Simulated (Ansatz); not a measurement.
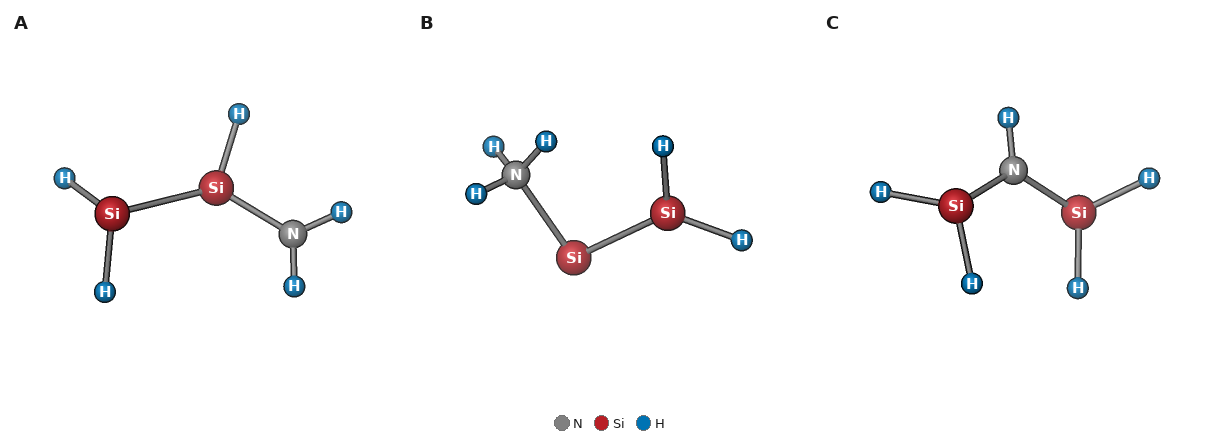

3 stationary structures of one formula. Geometries: PBE0-D4/def2-TZVP. Electronic energies: PBE0-D4/def2-TZVP (Ansatz 0.2.0), without zero-point energy. No frequency run is at hand to confirm each as a minimum. Each is one conformer, not always the lowest.

Question: Which is lowest in energy, and by how much?

Answer: A is lowest (C1); B lies 90.9 kJ/mol above it (Cs), C lies 101.3 kJ/mol above it (C2).
